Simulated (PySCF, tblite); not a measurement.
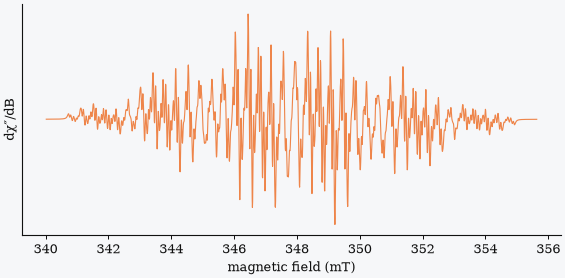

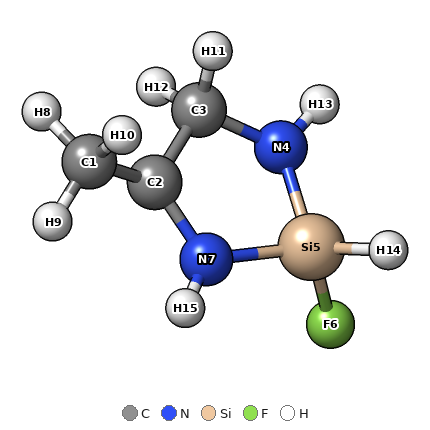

First-order isotropic EPR spectrum (fast tumbling, first derivative) of C₃H₈FN₂Si, SMILES C[C]1CN[Si@H](F)N1, doublet at 9.75 GHz, Lorentzian lines of 0.09 mT full width at half height, from computed g and hyperfine couplings (B3LYP/pcH-1, PySCF 2.14.0, at a GFN2-xTB geometry (a minimum by its frequencies), gas phase); values of one conformer, averaged over methyl-type rotors alone; other conformers aren't averaged in; no vibrational averaging; dilute isotopes left out. The SMILES is one Lewis form and needn't show where the spin sits.

Which couplings does the calculation give? The spectrum shows the sizes of those above the line width, not their signs.

```csv
nuclei,isotope,a (mT),a (MHz)
"H11, H12",¹H,3.03,85.0
"H8, H9, H10",¹H,1.90,53.2
F6,¹⁹F,0.63,17.7
H15,¹H,−0.42,−11.7
N7,¹⁴N,0.40,11.2
H14,¹H,0.30,8.3
N4,¹⁴N,0.09,2.5
H13,¹H,−0.06,−1.7
```

What is the g value, and how wide is the spectrum?

g_iso = 2.0028, which centres the spectrum at 347.8 mT; it spans 14.2 mT.

Note: the tight-binding geometry is rougher than a DFT one and adds to the error.
